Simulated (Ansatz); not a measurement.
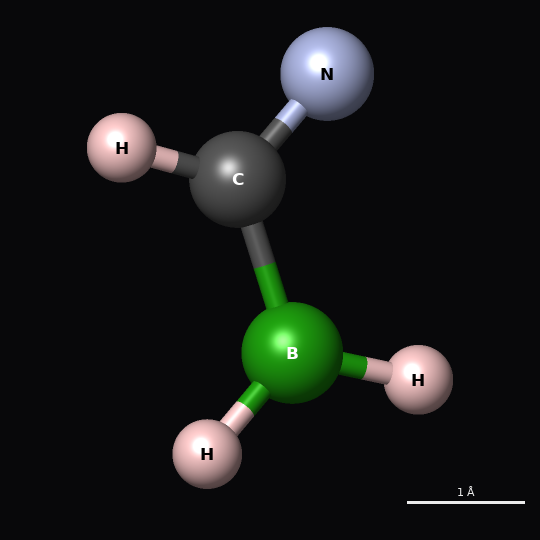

Rendered structure (ball-and-stick style).

Charge 0, doublet. The geometry was computed by an optimisation with PBE0-D4/def2-TZVP. No frequency run is at hand to confirm it as a minimum.

Describe the molecule.

It has 6 atoms: 1 carbon, 3 hydrogen, 1 boron and 1 nitrogen (CH₃BN). This geometry has Cs symmetry. It is an open-shell species. All atoms lie on one plane. Coordination: 1 B trigonal planar; 1 C trigonal planar.

More results for the same structure follow; atom numbers are the same in all pictures, views and colours differ.

**Shape**

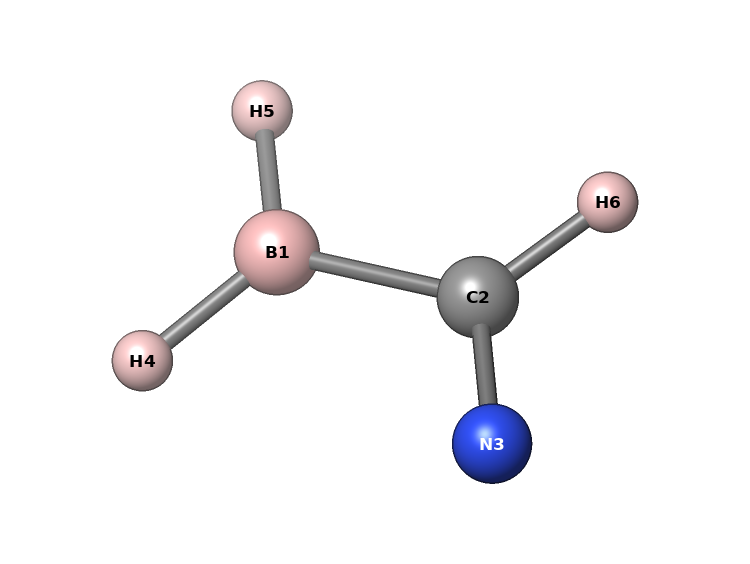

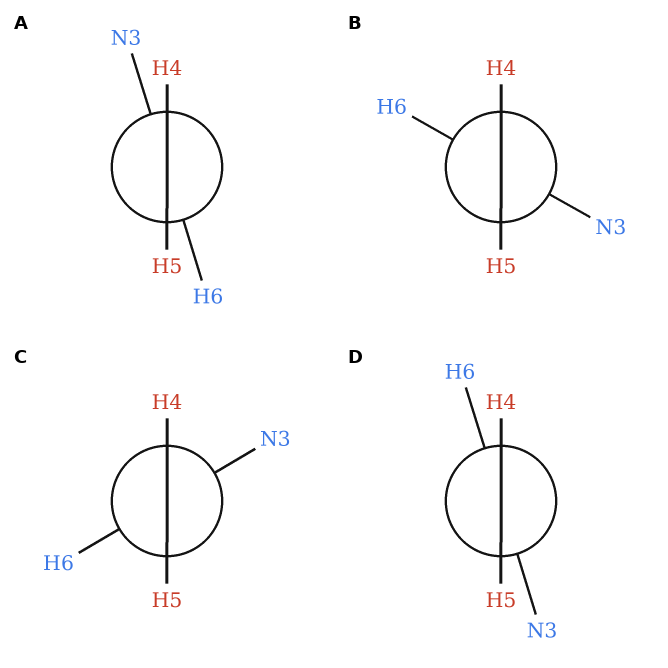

Depth is shown by fading: the farther an atom, the more it takes the colour of the background. Bonds that would overlap in a projection are set slightly apart. No frequency run is at hand to confirm it as a minimum.

Which Newman projection shows the view along B1–C2, with B1 in front?

A. The torsion angle H4–B1–C2–N3 is −1°, synperiplanar (eclipsed).

**Dipole moment**

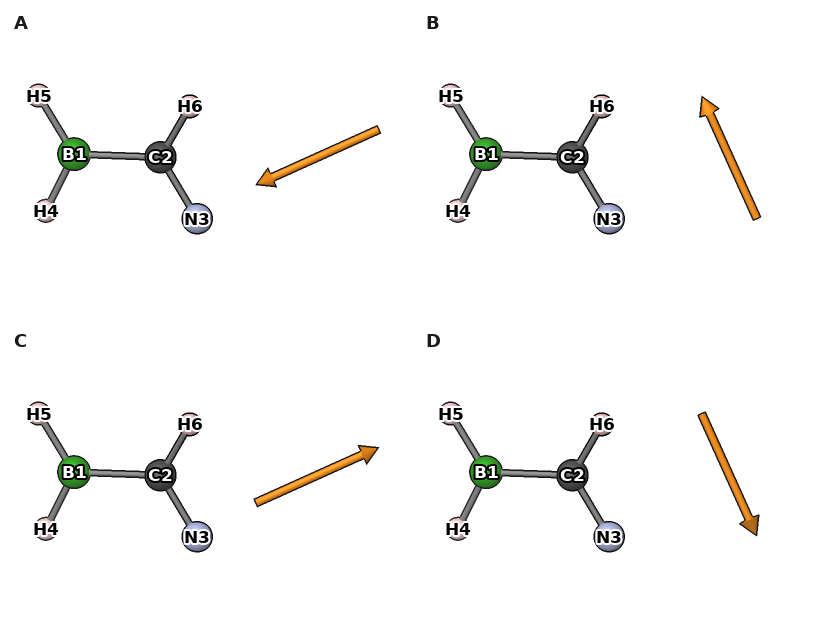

The same molecule four times, each with an arrow. No frequency run is at hand to confirm it as a minimum. Method: UKS PBE0-D4/def2-TZVP (Ansatz 0.2.0).

Which arrow points along the dipole moment, from the negative to the positive end?

B. The dipole moment is 2.04 D; it points from the side of N3 to the side of H5 (the outermost atoms at the two ends).

**Electronic properties**

No frequency run is at hand to confirm it as a minimum. Level of theory: UKS B3LYP-D4/def2-TZVPP (Ansatz 0.2.0).

Estimate the ⟨S²⟩ of the determinant.

0.760.

**Charges**

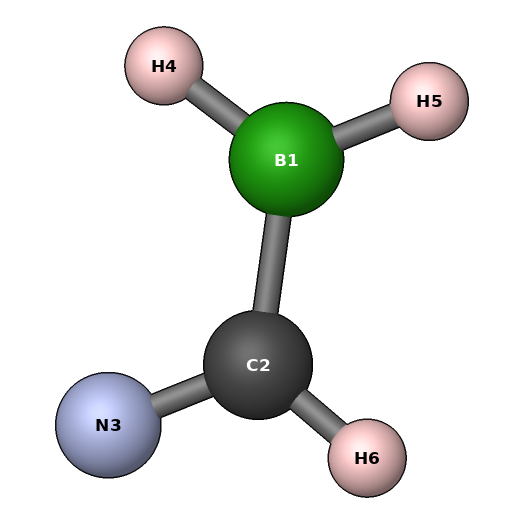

The questions are on Mulliken charges. No frequency run is at hand to confirm it as a minimum. Method: UKS PBE0-D4/def2-TZVP (Ansatz 0.2.0).

Which atom carries the highest charge (most positive or least negative)?

H6 (0.13 e).

And the lowest?

C2 (−0.12 e).

List the Mulliken charges.

```tsv
atom	value (e)
B1	0.01
C2	−0.12
N3	−0.10
H4	0.04
H5	0.03
H6	0.13
```

Mulliken values depend strongly on the basis set and can even reverse the polarity of a bond.
